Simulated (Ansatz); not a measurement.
A computed series for SnTe: pressure series

The reference is SnTe in the rock salt structure (space group Fm-3m, No. 225; a = 6.409 Å).

Cell and atoms are relaxed at each pressure.

Level of theory: PBE, PAW, 420 eV (Ansatz, an electronic-structure program; no spin-orbit coupling), earlier PAW set.

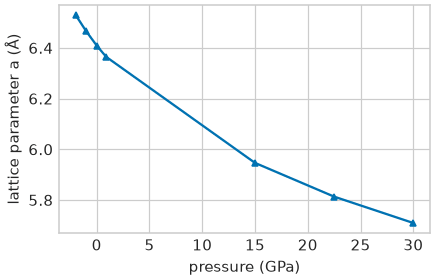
Figure: Lattice parameter a against pressure

### Question
From the plot, what is the lattice parameter a for pressure 15 GPa?

### Answer
About 5.95 Å.

### Question
Is the trend monotonic over the range shown?

### Answer
Yes, it falls throughout, spanning 5.709 Å to 6.530 Å.

Load acts through the strain it causes; cell and atoms are relaxed under it. No phonon test of stability was made. No other phases were tried under pressure. All final runs are without spin polarisation.
